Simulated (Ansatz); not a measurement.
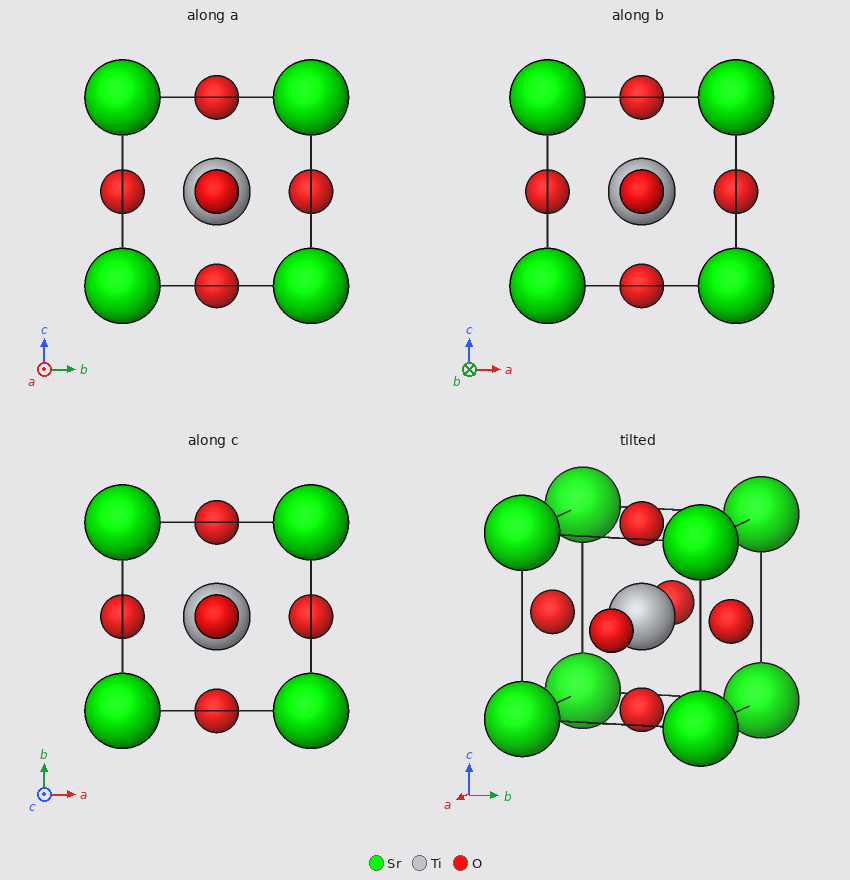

A spheres-only picture of a crystal structure, seen along the a axis, along the b axis, along the c axis and slightly off an axis. The conventional unit cell is outlined; an atom on or near a face, edge or corner is repeated at each equivalent position.

Lattice parameters: a = 3.913 Å, b = 3.913 Å, c = 3.913 Å, α = 90.00°, β = 90.00°, γ = 90.00°. Put a along x and b in the xy plane.

Write down what is shown as a POSCAR file.

Answer.
```
Sr Ti O
1.0
     3.913    0.000    0.000
     0.000    3.913    0.000
     0.000    0.000    3.913
Sr Ti O
1 1 3
Direct
  0.0000 0.0000 0.0000
  0.5000 0.5000 0.5000
  0.5000 0.5000 0.0000
  0.5000 0.0000 0.5000
  0.0000 0.5000 0.5000
```

Starting structure: a structure type filled with these elements by a generator (whether the compound takes this form wasn't checked). Earlier steps of the study, as a rule a relaxation of our own, may have changed the cell and positions, so they can lie some per cent off the listed ones. It was run through Ansatz as a DFT input.
